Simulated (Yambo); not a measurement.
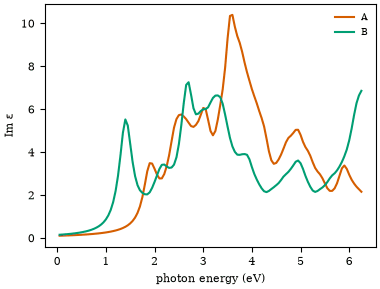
Figure. Two computed absorption spectra of K$_{2}$Pt (space group Fm-3m, No. 225) (Yambo, PBEsol bands with the same scissor, field along x)

Task: Which curve includes the electron-hole attraction (BSE), and where are its main peaks?

Result: Curve B: the attraction moves weight to lower energy (centre of the plotted range 3.6 eV against 3.8 eV). Its peaks lie at 1.4 eV, 2.7 eV, 3.3 eV, 5.0 eV. Settings: 4×4×4 mesh, 12 valence and 8 conduction bands, static screening with 114 bands and a 4 Ry block, scissor 0.83 eV, Tamm-Dancoff. The scissor comes from a G0W0 run whose convergence isn't established. Broadening 0.15 eV. The band window holds all transitions up to 6.3 eV. Fine structure above the onset can come from the mesh.

Spin-orbit coupling is included.

Geometry relaxed with PBEsol; primitive cell a = 5.284 Å, b = 5.284 Å, c = 5.284 Å, α = 60.00°, β = 60.00°, γ = 60.00°.

The structure is a Materials Project entry; no match was found in the copy of COD used, and its stability was not checked.
